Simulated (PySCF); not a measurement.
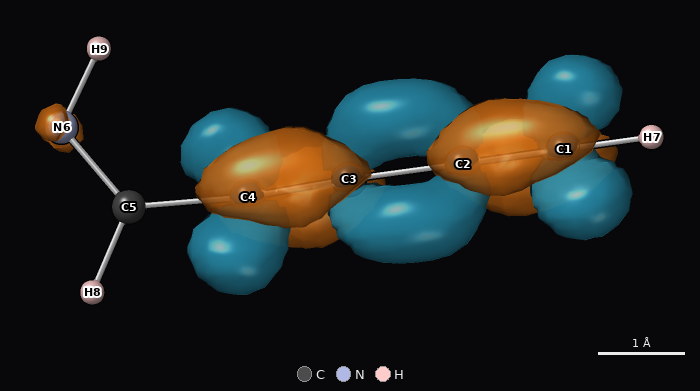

*C₅H₃N, SMILES `C#CC#CC=N`. Unrelaxed difference density of S₃ less the ground state (CIS singlet states), ±0.04 e/Å³; light blue: gain, orange: loss.*

PySCF calculation, HF/def2-SVP, gas phase; geometry: GFN2-xTB. No frequency check shows the geometry to be a minimum. Without diffuse functions Rydberg states are missing, so the states' numbers hold for this basis only.

Input

```python
import numpy as np
from pyscf import gto, scf, dft, tdscf
from pyscf.scf import atom_ks, atom_hf
from scipy.linalg import block_diag

def solve(mol, dm0=None, hcore=None):
    mf = scf.UHF(mol) if mol.spin else scf.RHF(mol)
    mf = mf.density_fit(auxbasis='def2-universal-jkfit')
    mf.conv_tol, mf.max_cycle = 1e-8, 80
    if hcore is not None:
        mf.get_hcore = lambda *args: hcore
    mf.kernel(dm0)
    if not mf.converged:
        mf = mf.newton().run(mf.mo_coeff, mf.mo_occ, max_cycle=30)
    assert mf.converged, 'SCF not converged'
    return mf

mol = gto.M(atom='''
C     -3.19108    -0.17745     0.00000
C     -1.99505    -0.02545     0.00000
C     -0.64997     0.13617     0.00000
C      0.54886     0.32580     0.00000
C      1.95838     0.42157     0.00000
N      2.78234    -0.53493     0.00000
H     -4.23166    -0.30547     0.00000
H      2.36711     1.43012     0.00000
H      2.36132    -1.46398     0.00000
''', basis='def2-svp', charge=0, spin=0, verbose=4)
mf = solve(mol)
td = mf.TDA()
td.nstates, td.singlet, td.conv_tol = 6, True, 1e-5
td.kernel()
td.analyze()
x, y = np.array([p[0] for p in td.xy]), np.array([p[1] + 0 * p[0] for p in td.xy])
f, mu = td.oscillator_strength(), td.transition_dipole()
nto = [td.get_nto(state=i + 1, verbose=4) for i in range(len(td.e))]
# spherically averaged free atoms, for the promolecule
atm = scf.atom_hf.get_atm_nrhf(mol)
pro = block_diag(*[(atm[a[0]][2] * atm[a[0]][3]) @ atm[a[0]][2].T for a in mol._atom])
np.savez('result.npz', e=td.e, f=f, ok=td.converged, w=[n[0] for n in nto], nto=[n[1] for n in nto], x=x, y=y, c=mf.mo_coeff, occ=mf.mo_occ, eps=mf.mo_energy, pro=pro, mu=mu)
```

Launched as:

```sh
OMP_NUM_THREADS=1 python input.py
```

The run took 43 s on 1 thread of Arm Neoverse V2, on a shared host, peak memory 0.19 GiB.

How does the charge move on excitation?

Answer. 0.66 e is displaced in all, mostly between regions of the same atoms. The state: 4.97 eV (249 nm), f = 0.001 (very weak); the leading pair carries 90 %; hole on C1 and C4 (25 % each), C3 (20 %) and C2 (18 %), electron on C1 (24 %), C4 (23 %) and C3 (20 %); their centroids lie 0.1 Å apart.
